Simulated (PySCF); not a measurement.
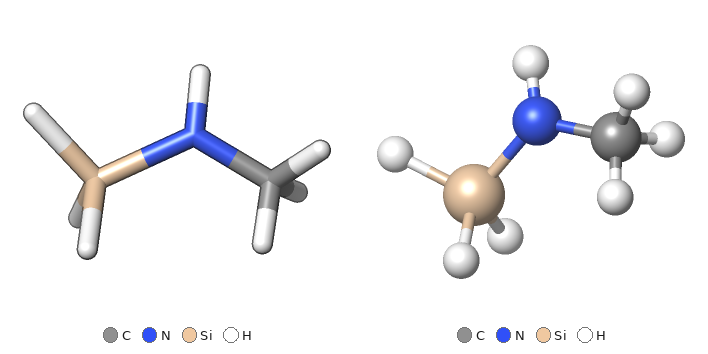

Both panels show the same species.

> Give the formula.

CH7NSi, 10 atoms: 1 carbon, 7 hydrogen, 1 nitrogen and 1 silicon.

> Give the symmetry (Schoenflies symbol).

C1.

> Count the bonded pairs by element.

3 C–H, 3 Si–H, 1 C–N, 1 N–Si, 1 N–H.

More results for the same structure follow; atom numbers are the same in all pictures, views and colours differ. The geometry was computed by an optimisation with PBE0-D3(BJ)/def2-SVP. No frequency run is at hand to confirm it as a minimum.

Electronic properties

No frequency run is at hand to confirm it as a minimum. Level of theory: PBE0/pcSseg-2, gas phase (PySCF 2.14.0).

Computed properties:

- dipole moment: 1.17 D
- HOMO energy (Kohn–Sham orbital): −6.78 eV
- LUMO energy (Kohn–Sham orbital): 0.21 eV
- HOMO–LUMO gap: 7.00 eV

Quadrupole coupling

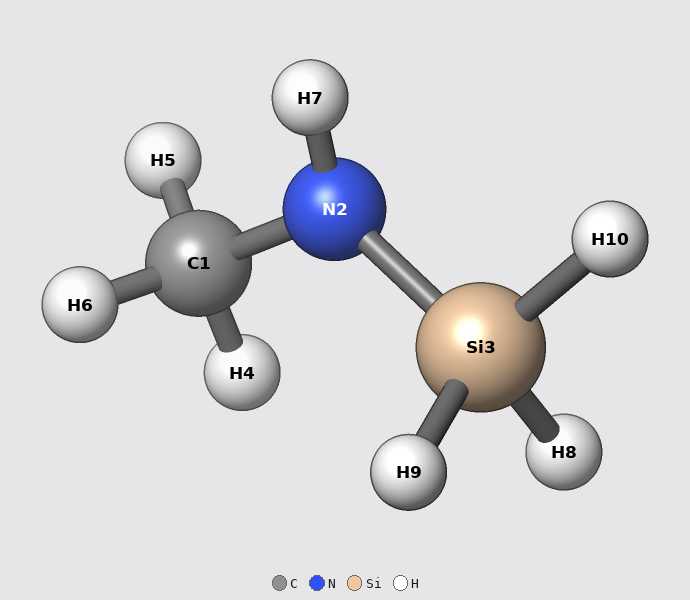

No frequency run is at hand to confirm it as a minimum. Electric field gradients from the ground-state density, PBE0/STO-3G (PySCF 2.14.0), non-relativistic apart from any core potentials.

Give the largest field-gradient component, the quadrupole coupling constant and the asymmetry for 14N at N2 (Q = 20.44 mb), 2H at H4 (Q = 2.86 mb), 2H at H5 (Q = 2.86 mb), 2H at H6 (Q = 2.86 mb), 2H at H7 (Q = 2.86 mb).

| atom | V_zz (a.u.) | e²qQ/h (MHz) | η |
| --- | --- | --- | --- |
| N2 | −1.786 | −8.58 | 0.17 |
| H4 | 0.281 | 0.189 | 0.05 |
| H5 | 0.282 | 0.190 | 0.03 |
| H6 | 0.273 | 0.184 | 0.02 |
| H7 | 0.407 | 0.274 | 0.18 |

NMR shielding

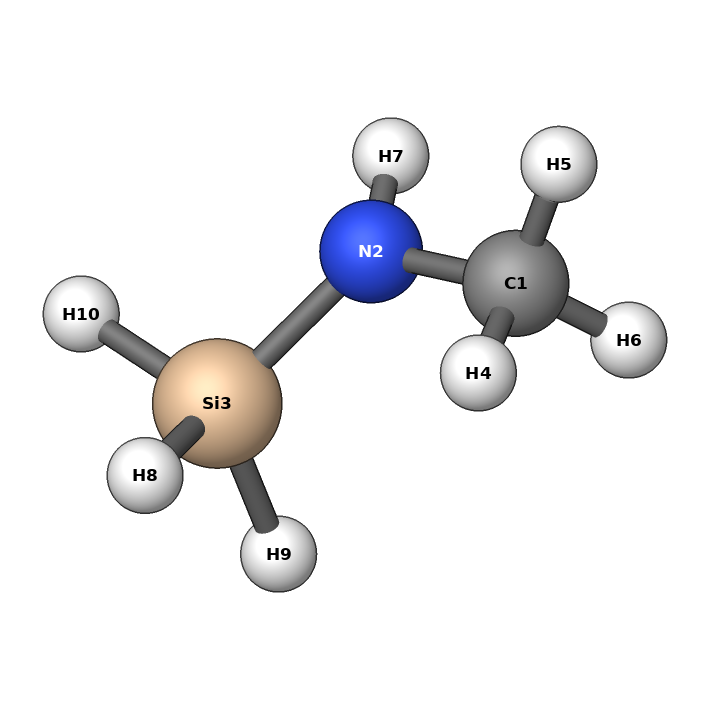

No frequency run is at hand to confirm it as a minimum. Level of theory: GIAO B97-2/pcSseg-2 NMR shielding, non-relativistic, gas phase (PySCF 2.14.0). Principal shieldings σ11 ≤ σ22 ≤ σ33, span Ω = σ33 − σ11, skew κ = 3(σiso − σ22)/Ω.

Give the shielding tensors of the Si atoms.

```json
{"atom": "Si3", "σ11": "352.4", "σ22": "373.0", "σ33": "475.7", "σiso": "400.4", "Ω": "123.3", "κ": "0.67"}
```

Shieldings and span in ppm.

Bond orders

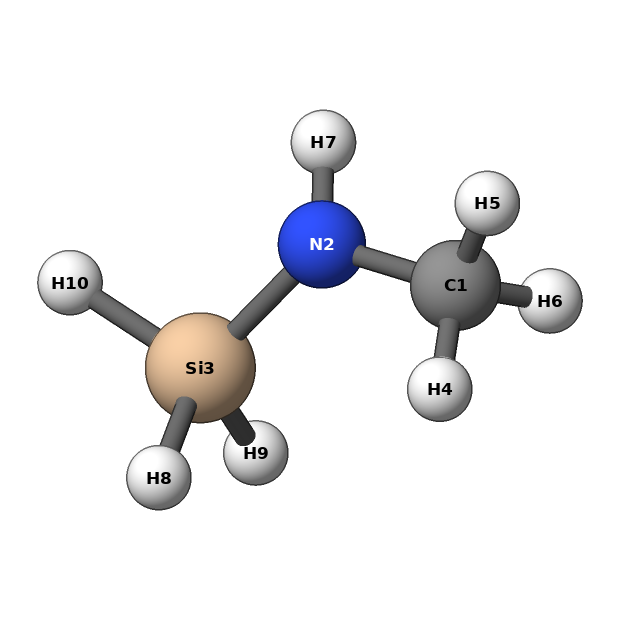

Every bond is drawn as one stick. No frequency run is at hand to confirm it as a minimum. Level of theory: PBE0/6-31G (PySCF 2.14.0).

List the Mayer bond orders of C1–N2, C1–H4, C1–H5, C1–H6, N2–Si3, N2–H7, Si3–H8, Si3–H9, Si3–H10.

| bond | Mayer order | length (Å) |
| --- | --- | --- |
| C1–N2 | 0.90 | 1.443 |
| C1–H4 | 0.94 | 1.102 |
| C1–H5 | 0.94 | 1.103 |
| C1–H6 | 0.93 | 1.108 |
| N2–Si3 | 0.82 | 1.730 |
| N2–H7 | 0.85 | 1.014 |
| Si3–H8 | 0.91 | 1.496 |
| Si3–H9 | 0.85 | 1.504 |
| Si3–H10 | 0.93 | 1.494 |
